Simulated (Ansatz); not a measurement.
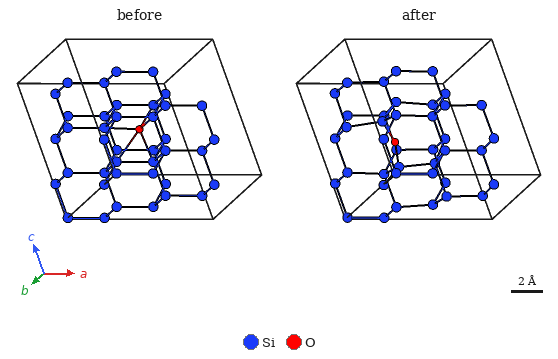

The structure of a defect cell of composition Si₃₂O before (left) and after (right) a relaxation, at one scale.

Style: ball-and-stick. Shown: the cell of the calculation (origin shifted), from a free direction.

Case: O interstitial, charge +0, atoms relaxed.

Computed with DFT PBE, scalar-relativistic, plane waves, PAW (Ansatz).

Input
```yaml
crystal:
  lattice:
    - [-5.4700937642, 5.4700937642, -5.4700937642]
    - [5.4700937642, -5.4700937642, -5.4700937642]
    - [-5.4700937642, -5.4700937642, 5.4700937642]
  atoms:
    - { symbol: Si, position: [0.5, 0.0, 0.25] }
    - { symbol: Si, position: [0.25, 0.0, 0.5] }
    - { symbol: Si, position: [0.0, 0.0, 0.75] }
    - { symbol: Si, position: [0.75, 0.75, 0.25] }
    - { symbol: Si, position: [0.75, 0.0, 0.0] }
    - { symbol: Si, position: [0.5, 0.75, 0.5] }
    - { symbol: Si, position: [0.25, 0.75, 0.75] }
    - { symbol: Si, position: [0.0, 0.5, 0.25] }
    - { symbol: Si, position: [0.0, 0.75, 0.0] }
    - { symbol: Si, position: [0.75, 0.5, 0.5] }
    - { symbol: Si, position: [0.5, 0.5, 0.75] }
    - { symbol: Si, position: [0.25, 0.25, 0.25] }
    - { symbol: Si, position: [0.25, 0.5, 0.0] }
    - { symbol: Si, position: [0.0, 0.25, 0.5] }
    - { symbol: Si, position: [0.75, 0.25, 0.75] }
    - { symbol: Si, position: [0.5, 0.25, 0.0] }
    - { symbol: Si, position: [0.75, 0.25, 0.5] }
    - { symbol: Si, position: [0.5, 0.25, 0.75] }
    - { symbol: Si, position: [0.25, 0.25, 0.0] }
    - { symbol: Si, position: [0.0, 0.0, 0.5] }
    - { symbol: Si, position: [0.0, 0.25, 0.25] }
    - { symbol: Si, position: [0.75, 0.0, 0.75] }
    - { symbol: Si, position: [0.5, 0.0, 0.0] }
    - { symbol: Si, position: [0.25, 0.75, 0.5] }
    - { symbol: Si, position: [0.25, 0.0, 0.25] }
    - { symbol: Si, position: [0.0, 0.75, 0.75] }
    - { symbol: Si, position: [0.75, 0.75, 0.0] }
    - { symbol: Si, position: [0.5, 0.5, 0.5] }
    - { symbol: Si, position: [0.5, 0.75, 0.25] }
    - { symbol: Si, position: [0.25, 0.5, 0.75] }
    - { symbol: Si, position: [0.0, 0.5, 0.0] }
    - { symbol: Si, position: [0.75, 0.5, 0.25] }
    - { symbol: O, position: [-0.0126019475, 0.0031671648, -0.0089547886] }
basis:
  ecutwfc: 420
  xc_grid: 2
kpoints:
  mp_grid: { grid: [2, 2, 2], shift: [0.5, 0.5, 0.5] }
hamiltonian:
  xc: pbe
scf:
  occupations: { method: gaussian, width: 0.02 }
output:
  forces: true
  stress: false
  eigenvalues: true
relax:
  adjacent_minimum: "off"
  f_tol: 0.02
  max_steps: 60
```

Run as
```bash
ansatz run input.yaml --threads 4 --pin off --max-ram 10240MiB --backend cpu --events-out ev --progress --plain --runs-dir out
```

> What changed between the two?

O33 moves most: 1.76 Å along [−2 0 −1]. Largest moves by element: O 1.76 Å, Si 0.43 Å. The lattice vectors keep their values. Among the contacts that change: Si9–O33 2.469 → 3.870 Å, Si12–O33 2.430 → 3.656 Å, Si22–O33 2.600 → 1.632 Å, Si5–Si22 2.369 → 3.188 Å. Bond angles that change, for instance: Si22–Si6–Si29 109.5° → 99.5°, Si1–Si23–Si5 109.5° → 99.5°, Si17–Si15–Si22 109.5° → 101.1°. Over 15 geometry steps the energy falls by 4.131 eV per cell of the calculation. Largest force component: 0.78 eV/Å at the start, 0.0046 eV/Å at the end. Cost: 3.3 min on 4 threads of Arm Neoverse V1, with other jobs on the host, peak memory 1.5 GiB.
